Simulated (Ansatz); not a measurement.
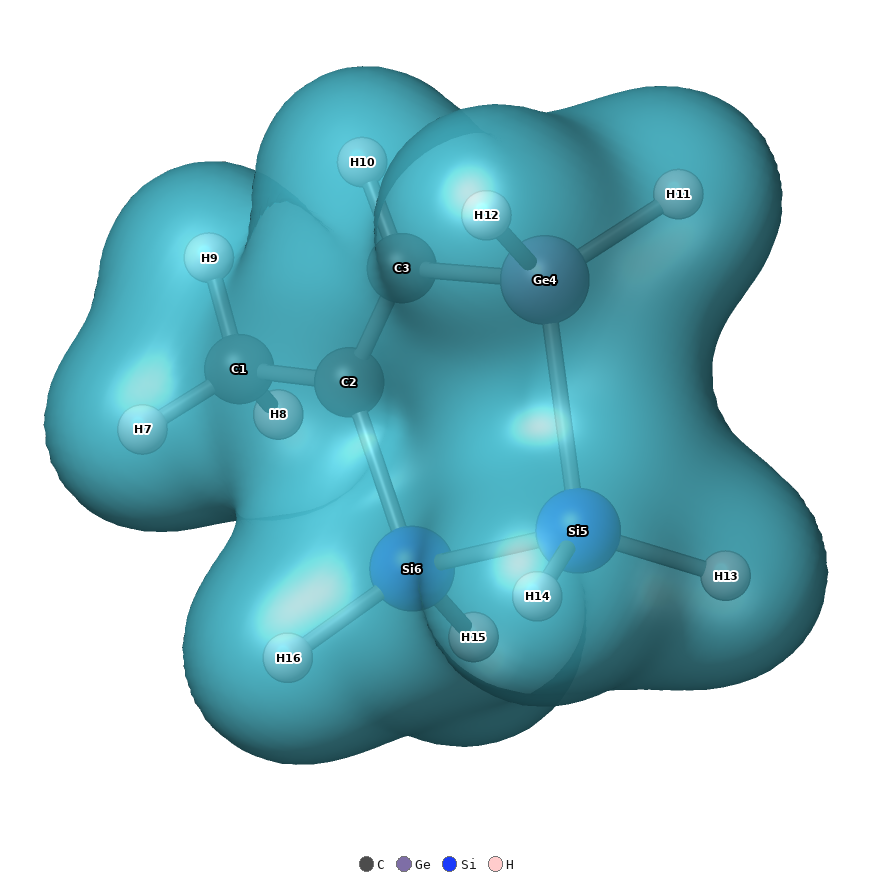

Figure 1: C$_{3}$H$_{10}$GeSi$_{2}$ (SMILES CC1=[CH][GeH2][SiH2][SiH2]1). Isosurface of the electron density at 0.05 e/Å³ (cyan), seen at an oblique angle.

Geometry: PBE-D3(BJ)/def2-SVP.

Level of theory: isolated molecule in a Gaussian basis; Kohn-Sham density functional theory, functional PBE0 in Ansatz 0.2.0.

```csv
atom,x (Å),y (Å),z (Å)
C,-2.8761,-0.5407,-0.2371
C,-1.5978,0.2216,0.0187
C,-0.8282,0.0016,1.1173
Ge,0.8429,0.9671,1.4930
Si,0.9130,2.3985,-0.4284
Si,-1.0976,1.5283,-1.2828
H,-2.8284,-1.0858,-1.2046
H,-3.7434,0.1499,-0.3174
H,-3.0911,-1.2759,0.5653
H,-1.1601,-0.7667,1.8450
H,0.7389,1.7131,2.8536
H,2.0292,-0.0329,1.5996
H,0.8392,3.8615,-0.0857
H,2.1023,2.1485,-1.3150
H,-2.1963,2.5546,-1.4165
H,-0.9501,0.8677,-2.6318
```

What does this surface tell about the bonding?

Answer. At this value the surface is in one piece. It bridges the sampled C–C (1.36 Å), C–Si (1.91 Å), C–Ge (1.97 Å) and Si–Si (2.35 Å) contacts, where the density stays above the isovalue. On the grid the lowest density along these lines, outside the cores, is 2.2 e/Å³ (C–C, 1.36 Å), 0.74 e/Å³ (C–Si, 1.91 Å), 0.84 e/Å³ (C–Ge, 1.97 Å) and 0.61 e/Å³ (Si–Si, 2.35 Å).
